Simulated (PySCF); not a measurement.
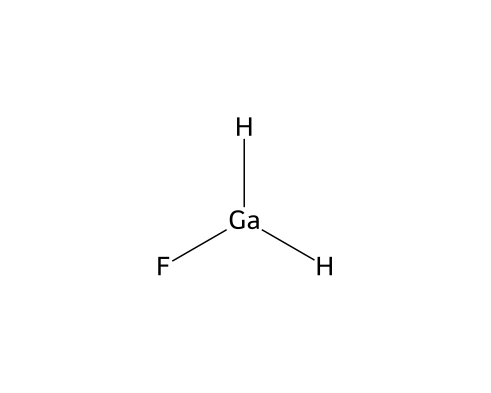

Figure made from data computed with PySCF.

A structural formula.

Q: Write the SMILES.

A: [F][GaH2]

Q: What is the molecular formula?

A: FGaH2.

Q: An optimisation with PBE0-D3(BJ)/def2-SVP gave a structure of which point group?

A: C2v.
